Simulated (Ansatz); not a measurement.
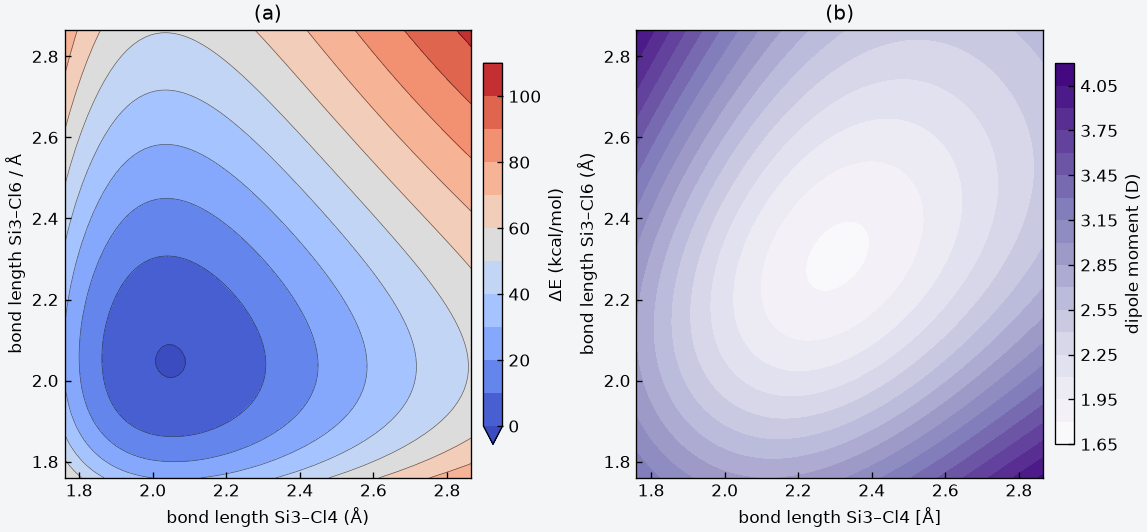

CCl₃NSi, SMILES N#C[Si](Cl)(Cl)Cl. Coordinates scanned: (1) bond length Si3–Cl4; (2) bond length Si3–Cl6. Nothing is relaxed (all other coordinates rigid). The scan uses a 15 × 15 grid; 120 points were computed and 105 follow by symmetry. Points are written as (first, second). Energies are in kcal/mol, from the lowest grid point. Method: Ansatz 0.2.0, RKS PBE-D4/def2-SVP.

Panel (a) is the energy and panel (b) the computed dipole moment on the same grid.

Drawn: filled contours. Between grid points the surface is interpolated.

Q: How does the dipole moment vary over the map, and what is it at the lowest grid point?

A: Leaving out the highest fifth of the energies, it runs from 1.77 D at (2.313 Å, 2.313 Å) to 3.62 D at (1.839 Å, 2.787 Å). At the lowest grid point, (2.076 Å, 2.076 Å), it is 2.09 D.

| bond length Si3–Cl6 ↓, bond length Si3–Cl4 → | 1.760 | 1.839 | 1.918 | 1.997 | 2.076 | 2.155 | 2.234 | 2.313 | 2.392 | 2.471 | 2.550 | 2.629 | 2.708 | 2.787 | 2.866 |
| --- | --- | --- | --- | --- | --- | --- | --- | --- | --- | --- | --- | --- | --- | --- | --- |
| 2.866 | 4.08 | 3.79 | 3.52 | 3.27 | 3.04 | 2.85 | 2.69 | 2.57 | 2.49 | 2.45 | 2.44 | 2.45 | 2.49 | 2.55 | 2.62 |
| 2.787 | 3.91 | 3.62 | 3.35 | 3.10 | 2.88 | 2.69 | 2.53 | 2.42 | 2.35 | 2.32 | 2.32 | 2.35 | 2.41 | 2.47 | 2.55 |
| 2.708 | 3.73 | 3.45 | 3.18 | 2.93 | 2.71 | 2.52 | 2.37 | 2.27 | 2.21 | 2.19 | 2.21 | 2.26 | 2.32 | 2.41 | 2.49 |
| 2.629 | 3.56 | 3.27 | 3.00 | 2.76 | 2.54 | 2.36 | 2.22 | 2.12 | 2.08 | 2.08 | 2.11 | 2.17 | 2.26 | 2.35 | 2.45 |
| 2.550 | 3.39 | 3.10 | 2.84 | 2.59 | 2.38 | 2.20 | 2.07 | 1.99 | 1.96 | 1.98 | 2.03 | 2.11 | 2.21 | 2.32 | 2.44 |
| 2.471 | 3.23 | 2.95 | 2.68 | 2.44 | 2.23 | 2.06 | 1.94 | 1.88 | 1.87 | 1.90 | 1.98 | 2.08 | 2.19 | 2.32 | 2.45 |
| 2.392 | 3.09 | 2.81 | 2.55 | 2.31 | 2.11 | 1.95 | 1.85 | 1.80 | 1.81 | 1.87 | 1.96 | 2.08 | 2.21 | 2.35 | 2.49 |
| 2.313 | 2.98 | 2.70 | 2.45 | 2.22 | 2.02 | 1.88 | 1.80 | 1.77 | 1.80 | 1.88 | 1.99 | 2.12 | 2.27 | 2.42 | 2.57 |
| 2.234 | 2.89 | 2.63 | 2.38 | 2.16 | 1.99 | 1.86 | 1.80 | 1.80 | 1.85 | 1.94 | 2.07 | 2.22 | 2.37 | 2.53 | 2.69 |
| 2.155 | 2.85 | 2.60 | 2.36 | 2.16 | 2.01 | 1.91 | 1.86 | 1.88 | 1.95 | 2.06 | 2.20 | 2.36 | 2.52 | 2.69 | 2.85 |
| 2.076 | 2.85 | 2.61 | 2.40 | 2.22 | 2.09 | 2.01 | 1.99 | 2.02 | 2.11 | 2.23 | 2.38 | 2.54 | 2.71 | 2.88 | 3.04 |
| 1.997 | 2.90 | 2.68 | 2.48 | 2.33 | 2.22 | 2.16 | 2.16 | 2.22 | 2.31 | 2.44 | 2.59 | 2.76 | 2.93 | 3.10 | 3.27 |
| 1.918 | 2.99 | 2.79 | 2.62 | 2.48 | 2.40 | 2.36 | 2.38 | 2.45 | 2.55 | 2.68 | 2.84 | 3.00 | 3.18 | 3.35 | 3.52 |
| 1.839 | 3.12 | 2.94 | 2.79 | 2.68 | 2.61 | 2.60 | 2.63 | 2.70 | 2.81 | 2.95 | 3.10 | 3.27 | 3.45 | 3.62 | 3.79 |
| 1.760 | 3.28 | 3.12 | 2.99 | 2.90 | 2.85 | 2.85 | 2.89 | 2.98 | 3.09 | 3.23 | 3.39 | 3.56 | 3.73 | 3.91 | 4.08 |
